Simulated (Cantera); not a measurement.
Feed: 1 mol CuO, 1.1 mol C, 0.16 mol H2, equilibrated at 0.00133 bar.

Cantera equilibrium calculation (NASA polynomials, part measured and part estimated; ideal gas, pure solids and liquids). Candidate condensed phases: C, C6H6, C7H8, C8H18, Cu, CuO, Cu(OH)2, Cu2O, H2O; 113 gas species. Rates play no part.

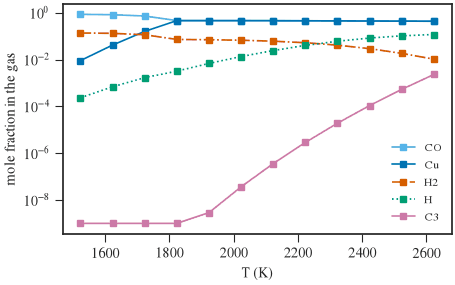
Fig. 1. Equilibrium gas composition (values under 1e-9 drawn at 1e-9)

Q: Read off the mole fractions at 2523 K.

A: CO about 0.44, Cu about 0.44, H about 0.10, H2 about 0.018, C3 about 0.00053.
